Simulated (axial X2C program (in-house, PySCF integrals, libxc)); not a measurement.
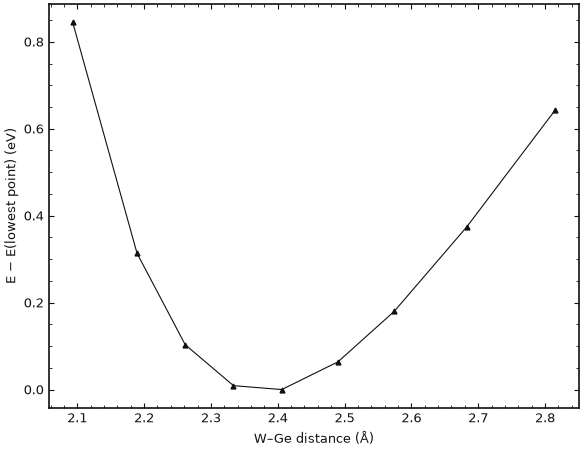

Energy at 9 bond lengths, for one set of occupations held fixed; the line joins the points. A polynomial of degree 6 through 9 points gives rₑ = 2.378 Å, ωₑ = 260.0 cm⁻¹, ωₑxₑ = 0.87 cm⁻¹ and Bₑ = 0.05652 cm⁻¹. The minimum lies 2.85 eV below W + Ge, each computed as one determinant at the same level.

**Relativistic diatomic calculation, with input and output: WGe**

- system: WGe, single determinant with Ω = 3.
- method: TPSSh, two-component X2C with atomic mean-field Coulomb and Gaunt terms, W dyall-v2z, Ge dyall-v2z (cores contracted) (axial X2C program (in-house, PySCF integrals, libxc))

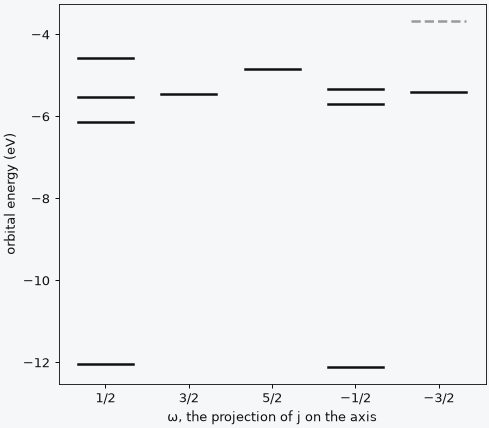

Orbital energies near the frontier at 2.41 Å, filled (solid) and empty (dashed). The highest filled spinor (1/2; 59 % Ge p, 32 % W d) lies at −4.57 eV, the lowest empty one (−3/2; 60 % Ge p, 31 % W d) at −3.67 eV.

These pictures come from the run below.

Input file:
```
{"zs": [74, 32], "q": 0, "bas": ["dyall-v2z", "dyall-v2z"], "levels": ["PBE0", "HF", "TPSSh", "PBE50"], "cc": false, "r0": 2.58, "npts": 10, "nst": 2, "ntry": 6}
```

The line is the task of a batch: nuclear charges, charge, bases, the levels to run, a first guess of the distance and further settings. This report covers TPSSh with spin-orbit coupling. The log is that of the reference distance 2.406 Å.

The run was one of a batch that the task file lists, launched with:
```bash
python <driver script> task.json out
```

The program's output:
```
two-component X2C + atomic mean field  TPSSh
basis functions 190  fitting functions 1171  grid points 5801
iter        total energy     max residual
   1     -18239.999678742     2.75e-01
   2     -18240.000728177     1.92e-02
   3     -18239.990538786     3.60e-02
   4     -18239.995159281     1.84e-02
   5     -18240.002707196     8.24e-04
   6     -18240.002718479     9.93e-04
   7     -18240.002744998     2.66e-04
   8     -18240.002754715     6.88e-05
   9     -18240.002755564     3.01e-05
  10     -18240.002755677     2.13e-05
  11     -18240.002755711     1.29e-05
  12     -18240.002755726     2.50e-06
  13     -18240.002755726     3.22e-07
converged
one-electron -26096.43877386  Coulomb 7758.62505682  exact exchange -40.17157497  xc functional -368.10902530  nuclear repulsion 520.81946611  atomic mean-field constant -14.72790452
```

The points of the curve:

| R (Å) | E (hartree) | dipole (D; origin at the first atom, positive when the second is positive) | highest filled (eV) | lowest empty (eV) |
| --- | --- | --- | --- | --- |
| 2.093 | −18239.971718 | −2.12 | −4.96 | −4.13 |
| 2.189 | −18239.991243 | −2.15 | −4.90 | −3.94 |
| 2.262 | −18239.998969 | −2.15 | −4.77 | −3.83 |
| 2.334 | −18240.002426 | −2.13 | −4.66 | −3.74 |
| 2.406 | −18240.002756 | −2.09 | −4.57 | −3.67 |
| 2.490 | −18240.000410 | −2.03 | −4.50 | −3.62 |
| 2.574 | −18239.996140 | −1.94 | −4.46 | −3.59 |
| 2.683 | −18239.989013 | −1.80 | −4.43 | −3.57 |
| 2.815 | −18239.979142 | −1.60 | −4.44 | −3.58 |

Summary:

| quantity | value |
| --- | --- |
| outcome | converged |
| bond length rₑ | 2.378 Å |
| ωₑ | 260.0 cm⁻¹ |
| energy at the minimum | −18240.00293 hartree |
| depth below the fragments | 2.85 eV |
| hardware | 1 CPU thread, shared host |
| wall time | 27 s |

Notes:

Caveats: 9 of the 10 points asked for were kept.
